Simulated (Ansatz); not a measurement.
## Ge (diamond structure), cut as [112] wire, round, centred on channel, 1.10 nm across

Level of theory: PBE (plane waves to 420 eV, PAW; Ansatz, a program for electronic structure).

k-points: Γ-centred 1×1×4 mesh; occupations: Fermi-Dirac, 0.020 eV; spin polarisation not allowed. No spin-orbit coupling.

 The relaxation kept the symmetry of its start, so a lower minimum of less symmetry isn't excluded. The period along the axis is held at the bulk value.

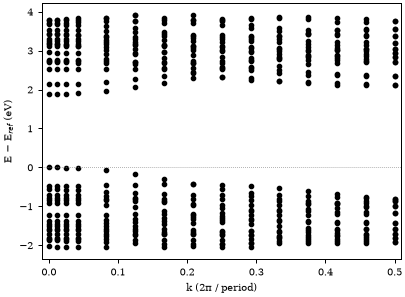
Fig. 1. Levels along the axis at 15 k-points, drawn as points, zero at the top of the valence band

Electronic character: not metallic; Kohn-Sham band gap: 1.88 eV. Only levels within the plotted window are shown.
